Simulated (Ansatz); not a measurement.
**Run report: CH5ClSn, geometry relaxation**

- system: CH5ClSn
- method: RKS revPBE-D4/def2-SVP (Ansatz 0.2.0)

It belongs to a series of runs on one base structure; here: start relaxed. Figures and captions count atoms from 1; the log counts them from 0 in places.

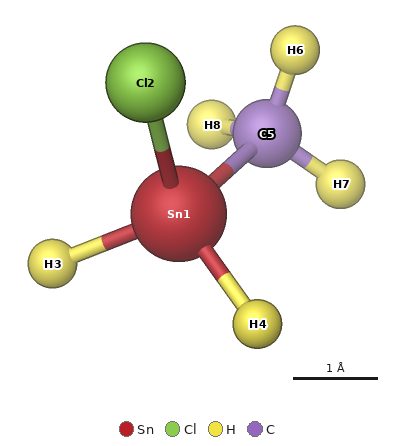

*The structure as given in the input (ball-and-stick view, seen at a tilt; atoms are numbered from 1 in the order of the input). Sticks mark near contacts.*

Bond lengths as drawn: Cl–Sn 2.41 Å, C–H 1.11 Å, C–Sn 2.15 Å and H–Sn 1.74 Å.

### Key numbers

| quantity | value |
| --- | --- |
| outcome | converged |
| total energy | −19467.5586 eV |
| mean-field energy | −19467.1574 eV |
| largest force (length of the vector) at the end | 0.012 eV/Å |
| hardware | 2 threads of Intel Xeon @ 2.50GHz (Skylake/Cascade Lake), 189 GiB of memory available, shared host |
| wall time | 33 s (CPU time 28 s) |
| peak memory | 0.13 GiB |

### The input
```yaml
crystal:
  periodic: [false, false, false]
  atoms:
    - { symbol: Sn, position_ang: [0.0, 0.0, 0.0] }
    - { symbol: Cl, position_ang: [0.0, 0.0, 2.41] }
    - { symbol: H, position_ang: [1.6408, 0.0, -0.5794] }
    - { symbol: H, position_ang: [-0.8195, 1.4198, -0.5794] }
    - { symbol: C, position_ang: [-1.0126, -1.7544, -0.716] }
    - { symbol: H, position_ang: [-1.5123, -2.2661, 0.1329] }
    - { symbol: H, position_ang: [-1.7727, -1.4617, -1.4701] }
    - { symbol: H, position_ang: [-0.2768, -2.4431, -1.1811] }
basis:
  gaussian: { orbitals: def2-SVP }
hamiltonian:
  xc: revpbe
  dispersion: d4
relax:
  f_tol: 0.02
  max_steps: 40
output:
  orbitals: {}
```

Launched with:
```bash
ansatz run input.yaml --threads 2 --pin off --max-ram 3072MiB --backend cpu --events-out ev --progress --plain --runs-dir out
```

### Output
```
The last accepted step is kept in [file] (removed where the run ends without a failure and the disk answers)
Engine: ansatz 0.2.0, x86_64-unknown-linux-gnu
Functional definition: revPBE
  parameter kappa = 1.245
  parameter beta = 0.06672455060314922
  exchange = pbe_x(kappa = kappa, mu = beta*pi^2/3)
  correlation = pbe_c(beta = beta)
934 factors; their error is unknown
mean field evaluation 1: about -19460.1028 eV, gradient 5.2e1 eV
mean field evaluation 2: about -19447.3972 eV, gradient 7.7e1 eV
mean field evaluation 4: about -19467.0906 eV, gradient 4.4e0 eV
mean field evaluation 8: about -19467.1460 eV, gradient 2.4e-1 eV
mean field evaluation 16: about -19467.1188 eV, gradient 6.4e-5 eV
mean field -19467.11876725 eV, -715.4034194094 hartree, gradient 6.4e-5 eV, S^2 0.000000; 0 other end points of the search recorded, 0 dependent functions left out
the calculation of the forces begins
reference -19467.11881504 eV, -715.4034211656 hartree; 25, 25 occupied and 58, 58 virtual orbitals, 934 factors
relax step   1: F+E_penalty+E_count = -19467.51622082 eV  Δ(F+E_penalty+E_count) = +0.000e0 eV  max|allowed force component| = 3.834e-1 eV/Å  Δτ_max = 0.0000 Å  (25 SCF iters, accepted)
these checks for a lower state are left out or cut short: starts, cluster_reference, orbital_swaps, neighbouring_geometries, increment
934 factors; their error is unknown
mean field -19467.10001415 eV, -715.4027302458 hartree, gradient 1.7e-5 eV, S^2 0.000000; 0 other end points of the search recorded, 0 dependent functions left out
the calculation of the forces begins
reference -19467.10006151 eV, -715.4027319860 hartree; 25, 25 occupied and 58, 58 virtual orbitals, 934 factors
relax step   2: F+E_penalty+E_count = -19467.50153641 eV  Δ(F+E_penalty+E_count) = +1.468e-2 eV  max|allowed force component| = 3.425e-1 eV/Å  Δτ_max = 0.1749 Å  (26 SCF iters, rejected (line search))
these checks for a lower state are left out or cut short: starts, cluster_reference, orbital_swaps, neighbouring_geometries, increment
934 factors; their error is unknown
mean field -19467.15756915 eV, -715.4048453528 hartree, gradient 1.4e-5 eV, S^2 0.000000; 0 other end points of the search recorded, 0 dependent functions left out
the calculation of the forces begins
reference -19467.15761696 eV, -715.4048471101 hartree; 25, 25 occupied and 58, 58 virtual orbitals, 934 factors
relax step   3: F+E_penalty+E_count = -19467.55730692 eV  Δ(F+E_penalty+E_count) = -4.109e-2 eV  max|allowed force component| = 7.717e-2 eV/Å  Δτ_max = 0.0851 Å  (26 SCF iters, accepted)
these checks for a lower state are left out or cut short: starts, cluster_reference, orbital_swaps, neighbouring_geometries, increment
934 factors; their error is unknown
mean field evaluation 32: about -19467.1829 eV, gradient 1.1e0 eV
mean field -19467.15680943 eV, -715.4048174339 hartree, gradient 1.4e-5 eV, S^2 0.000000; 0 other end points of the search recorded, 0 dependent functions left out
the calculation of the forces begins
reference -19467.15685731 eV, -715.4048191934 hartree; 25, 25 occupied and 58, 58 virtual orbitals, 934 factors
relax step   4: F+E_penalty+E_count = -19467.55831359 eV  Δ(F+E_penalty+E_count) = -1.007e-3 eV  max|allowed force component| = 3.392e-2 eV/Å  Δτ_max = 0.0454 Å  (26 SCF iters, accepted)
these checks for a lower state are left out or cut short: starts, cluster_reference, orbital_swaps, neighbouring_geometries, increment
934 factors; their error is unknown
mean field -19467.15734374 eV, -715.4048370694 hartree, gradient 1.4e-5 eV, S^2 0.000000; 0 other end points of the search recorded, 0 dependent functions left out
the calculation of the forces begins
reference -19467.15739159 eV, -715.4048388278 hartree; 25, 25 occupied and 58, 58 virtual orbitals, 934 factors
relax step   5: F+E_penalty+E_count = -19467.55857713 eV  Δ(F+E_penalty+E_count) = -2.635e-4 eV  max|allowed force component| = 1.021e-2 eV/Å  Δτ_max = 0.0103 Å  (27 SCF iters, accepted)
```

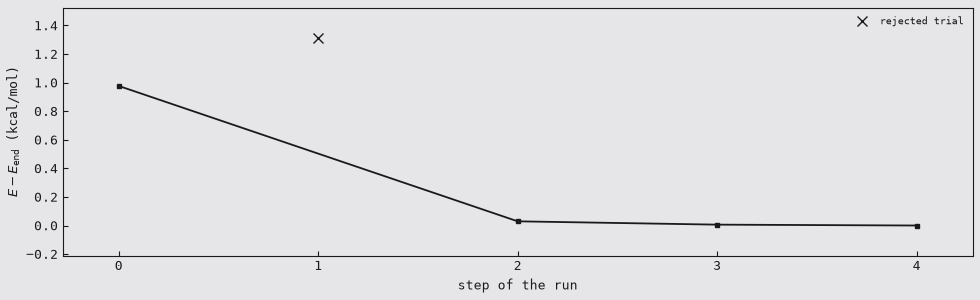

*Progress of the relaxation, step by step (the first geometry is step 0 here and step 1 in the log).*

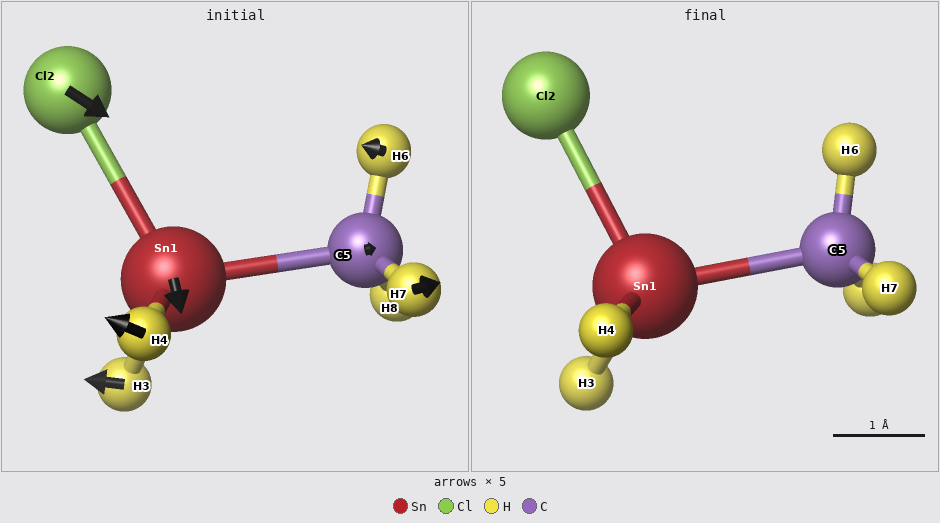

*Before (left) and after (right) the relaxation, at one scale (ball-and-stick view, seen at a tilt). The black arrows give the displacements, magnified 5 times.*

After 4 geometry steps the energy has fallen by 0.98 kcal/mol. The largest force component goes from 0.38 to 0.01 eV/Å. The line search rejected the trial step at point 1 (counted from 0) and went back. The atom that moves furthest after the best rigid fit is Cl2 (0.11 Å). Largest moves by element: Cl 0.11 Å, H 0.10 Å, Sn 0.08 Å, C 0.03 Å. Among the contacts that change: Sn1–C5 2.148 → 2.170 Å, Sn1–Cl2 2.410 → 2.394 Å, Sn1–H3 1.740 → 1.731 Å. Among the angles that change: H3–Sn1–C5 109.5° → 113.8°, Cl2–Sn1–C5 109.5° → 105.5°, Cl2–Sn1–H3 109.4° → 105.6°. (Atoms are counted from 1 in the order of the input.)

```
934 factors; their error is unknown
mean field -19467.15734374 eV, -715.4048370694 hartree, gradient 1.4e-5 eV, S^2 0.000000; 1 other end points of the search recorded, 0 dependent functions left out
the calculation of the forces begins
reference -19467.15739159 eV, -715.4048388278 hartree; 25, 25 occupied and 58, 58 virtual orbitals, 934 factors
Total energy: -19467.55862498 eV, -715.4195838828 hartree
Atom 0 at     0.010874     0.019725    -0.077666 Å, force     0.000199    -0.003193    -0.010211 eV/Å
Atom 1 at    -0.013564    -0.055219     2.314985 Å, force    -0.001068    -0.002069     0.006576 eV/Å
Atom 2 at     1.682224     0.060004    -0.525953 Å, force     0.003191     0.001472    -0.004783 eV/Å
Atom 3 at    -0.806060     1.483719    -0.508503 Å, force    -0.002801     0.002975    -0.000188 eV/Å
Atom 4 at    -1.024421    -1.775417    -0.723184 Å, force     0.002310     0.002588     0.002692 eV/Å
Atom 5 at    -1.511902    -2.218400     0.165760 Å, force    -0.007958    -0.008516     0.000744 eV/Å
Atom 6 at    -1.790368    -1.523345    -1.481601 Å, force     0.003334     0.007162     0.000233 eV/Å
Atom 7 at    -0.299883    -2.496567    -1.146937 Å, force     0.002793    -0.000420     0.004937 eV/Å
Dipole moment:    -0.084761    -0.141319    -0.585489 e Å
```

### Trajectory as extended XYZ (Å, eV, eV/Å), 5 frames, from step=1 to step=5
```
8
Properties=species:S:1:pos:R:3:forces:R:3 step=1 energy=-19467.51622
Sn    0.0000    0.0000    0.0000    0.1577   0.2508  -0.1922
Cl    0.0000    0.0000    2.4100    0.0040   0.0057  -0.3009
H     1.6408    0.0000   -0.5794   -0.0080   0.0418   0.2094
H    -0.8195    1.4198   -0.5794    0.0287   0.0282   0.2090
C    -1.0126   -1.7544   -0.7160   -0.1991  -0.3834   0.0412
H    -1.5123   -2.2661    0.1329    0.0276   0.0131  -0.1087
H    -1.7727   -1.4617   -1.4701    0.0548  -0.0041   0.0767
H    -0.2768   -2.4431   -1.1811   -0.0657   0.0479   0.0655
8
Properties=species:S:1:pos:R:3:forces:R:3 step=2 energy=-19467.50154 accepted=F
Sn    0.0102    0.0160   -0.1279    0.0834   0.1808   0.2227
Cl    0.0122    0.0094    2.2498   -0.0367  -0.0741   0.3425
H     1.7284    0.0691   -0.4556   -0.2803  -0.0294  -0.1851
H    -0.8146    1.5299   -0.4436    0.1262  -0.2872  -0.1846
C    -1.0383   -1.8040   -0.7157    0.0356   0.0759  -0.2577
H    -1.5392   -2.2894    0.1451    0.1053   0.1956   0.0818
H    -1.7986   -1.5247   -1.4718   -0.0060  -0.0835  -0.0164
H    -0.3130   -2.5119   -1.1634   -0.0275   0.0219  -0.0033
8
Properties=species:S:1:pos:R:3:forces:R:3 step=3 energy=-19467.55731
Sn    0.0086    0.0146   -0.0635    0.0309   0.0566  -0.0548
Cl   -0.0057   -0.0228    2.3299   -0.0091  -0.0164  -0.0065
H     1.6813    0.0444   -0.5229   -0.0392   0.0066   0.0177
H    -0.8096    1.4762   -0.5165    0.0243  -0.0345   0.0224
C    -1.0242   -1.7758   -0.7224   -0.0436  -0.0772  -0.0038
H    -1.5120   -2.2462    0.1549    0.0315   0.0369  -0.0419
H    -1.7929   -1.5103   -1.4757    0.0282  -0.0011   0.0349
H    -0.2985   -2.4855   -1.1670   -0.0230   0.0291   0.0321
8
Properties=species:S:1:pos:R:3:forces:R:3 step=4 energy=-19467.55831
Sn    0.0122    0.0231   -0.0778   -0.0117  -0.0339  -0.0143
Cl   -0.0208   -0.0625    2.3138    0.0060   0.0146   0.0148
H     1.6837    0.0586   -0.5280   -0.0015   0.0064   0.0034
H    -0.8047    1.4853   -0.5169    0.0029  -0.0003   0.0110
C    -1.0233   -1.7740   -0.7187   -0.0108  -0.0124  -0.0200
H    -1.5092   -2.2248    0.1681    0.0135   0.0202  -0.0099
H    -1.7917   -1.5188   -1.4742    0.0085  -0.0040   0.0052
H    -0.2993   -2.4924   -1.1495   -0.0068   0.0095   0.0098
8
Properties=species:S:1:pos:R:3:forces:R:3 step=5 energy=-19467.55858
Sn    0.0109    0.0197   -0.0777    0.0002  -0.0032  -0.0102
Cl   -0.0136   -0.0552    2.3150   -0.0011  -0.0021   0.0066
H     1.6822    0.0600   -0.5260    0.0032   0.0015  -0.0048
H    -0.8061    1.4837   -0.5085   -0.0028   0.0030  -0.0002
C    -1.0244   -1.7754   -0.7232    0.0023   0.0026   0.0027
H    -1.5119   -2.2184    0.1658   -0.0080  -0.0085   0.0007
H    -1.7904   -1.5233   -1.4816    0.0033   0.0072   0.0002
H    -0.2999   -2.4966   -1.1469    0.0028  -0.0004   0.0049
```

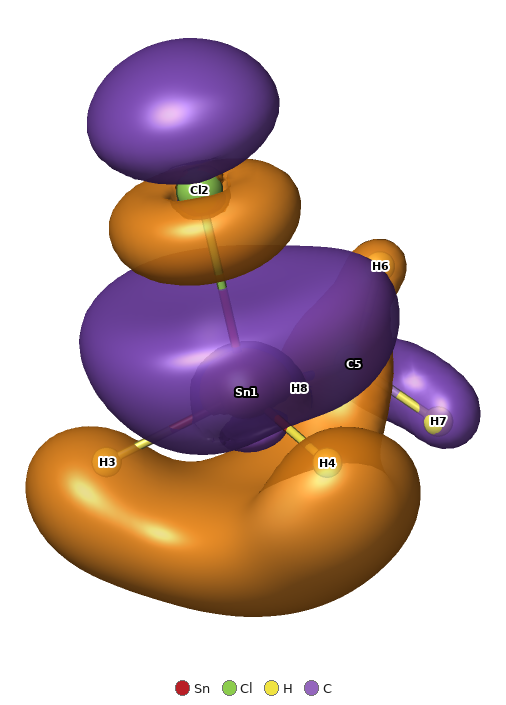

*One frontier orbital at ±0.08 Å⁻³ᐟ² (orange and purple are the two phases), seen at an oblique angle.*

The LUMO, at −1.30 eV. It lies mainly on Sn1 (50 %) and Cl2 (25 %).

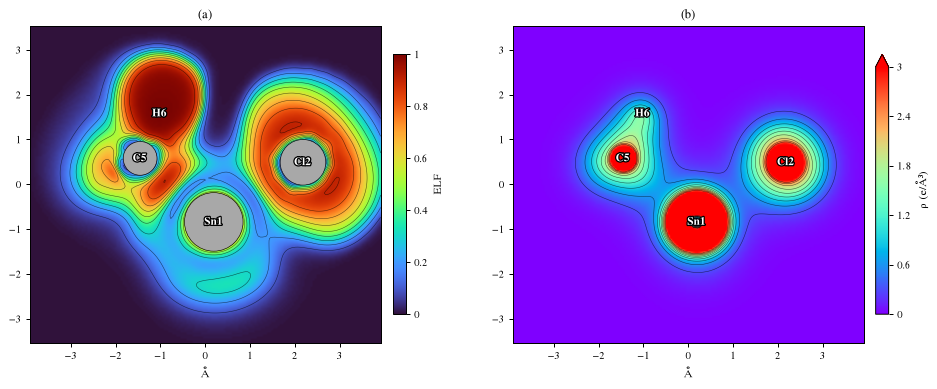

*(a) electron localisation function; (b) electron density on the plane of atoms Cl2, Sn1 and C5. Grey discs, where drawn, cover atomic cores.*

The section cuts through Sn, Cl, C and H sites. C–Sn (2.17 Å): ρ is about 0.66 e/Å³ halfway; the ELF peaks at about 0.90 in the valence shell of C, 0.8 Å from its nucleus, and drops to about 0.20 between the two atoms. Sn–Cl (2.39 Å): ρ at the midpoint is about 0.5 e/Å³; the ELF peaks at about 0.85 in the valence shell of Cl, 0.8 Å from its nucleus, and drops to about 0.15 between the two atoms.

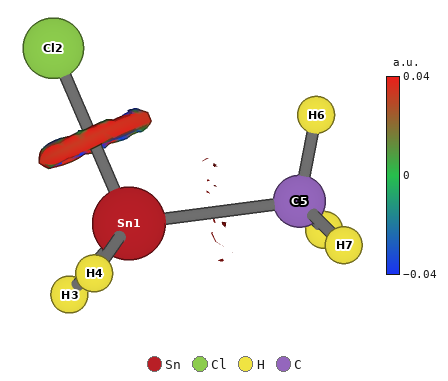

*Non-covalent interaction (NCI) plot: the surface where the reduced density gradient is 0.5, for densities under 0.05 a.u., coloured by sign(λ₂)ρ; seen at a tilt.*
